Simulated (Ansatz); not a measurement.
# The potential step between two gates: Ta2CF2 MXene bilayer, AA

Two oppositely charged gates put a neutral stack in a displacement field D. The voltage between them is D/ε₀ times an electrical distance, shorter than the real one because the stack screens.

Set-up. Ansatz 0.2.0, plane waves with PAW datasets (its set soft_2), PBE-D3(BJ); isolated slab, charged sheets 6 Å from the outer atoms behind model barriers, atoms held. Voltages count from the uncharged case.

| run | D/ε₀ (V/nm) | step in an electron's potential, upper less lower gate (eV) |
| --- | --- | --- |
| run 1 | 0.000 | 0.000 |
| run 2 | 0.543 | 0.638 |
| run 3 | 1.086 | 1.276 |
| run 4 | 2.171 | 2.553 |
| run 5 | 4.343 | ? |

Q: Estimate the withheld value from the rows shown.

A least-squares line through the 4 rows shown has slope 1.1760 and intercept −0.0004; no row lies more than 0.001 eV off it. The size of the slope, 1.176 nm, is the electrical distance; the sheets are 2.410 nm apart, and screening reaches beyond the outer atoms. At 4.343 it gives 1.1760 × 4.343 + (−0.0004) = 5.107 eV, beyond the rows fitted. Rounding and scatter of the rows alone allow about ±0.003 eV there.

The run itself gives 5.105 eV: a miss of −0.002 eV, or 0.0 % of the value. Screening stays linear to within 1 % over this range.

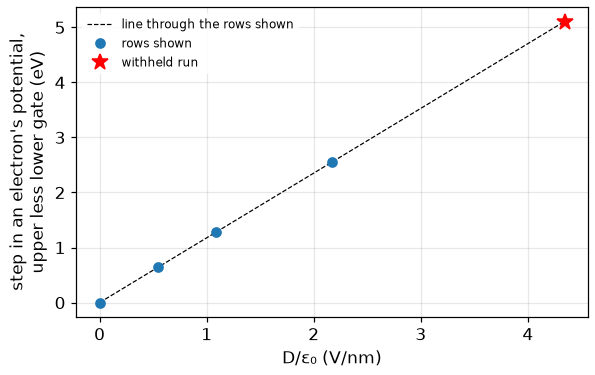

The fit and the withheld run.

Caveats: The gates are model sheets, not atoms. Spin-orbit coupling is left out, which changes the bands of elements this heavy.
